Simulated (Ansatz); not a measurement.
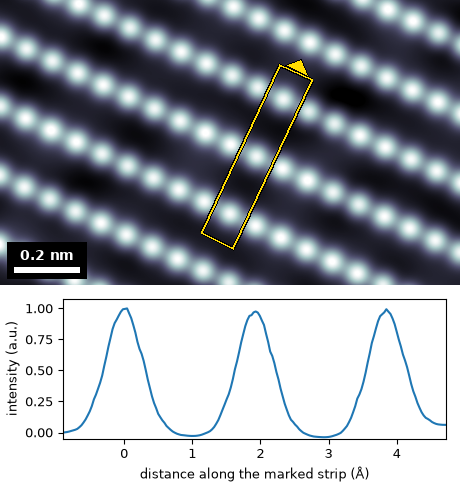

Dark-field STEM-like image of Pd (Fm-3m, No. 225) along [210]. The image is simulated as a sum over atoms of Z^1.6, blurred by a 0.62 Å probe (no channelling). The probe carries 25 % of its weight in a tail 2.5 times as wide. The display is stretched by a gamma of 0.8; percentages refer to the linear signal. The speckle of an amorphous layer was added. Structure: a calculation's starting geometry.

```cif
data_structure
_symmetry_space_group_name_H-M 'P 1'
_symmetry_Int_Tables_number 1
_cell_length_a 3.8388
_cell_length_b 3.8388
_cell_length_c 3.8388
_cell_angle_alpha 90.000
_cell_angle_beta 90.000
_cell_angle_gamma 90.000
_cell_volume 56.57
loop_
_atom_site_label
_atom_site_type_symbol
_atom_site_fract_x
_atom_site_fract_y
_atom_site_fract_z
_atom_site_occupancy
Pd1 Pd 0.00000 0.00000 0.00000 1
Pd2 Pd 0.00000 0.50000 0.50000 1
Pd3 Pd 0.50000 0.00000 0.50000 1
Pd4 Pd 0.50000 0.50000 0.00000 1
```

The curve is the intensity along the marked strip, in the direction of its arrowhead, with zero distance at the first column. Brightness is counted from the darkest point of the image.

> List the columns that the line crosses, with their positions.

```tsv
position (Å)	atoms per repeat along the beam	height (% of the highest)
0.0	1 Pd	100
1.9	1 Pd	100
3.8	1 Pd	100
```
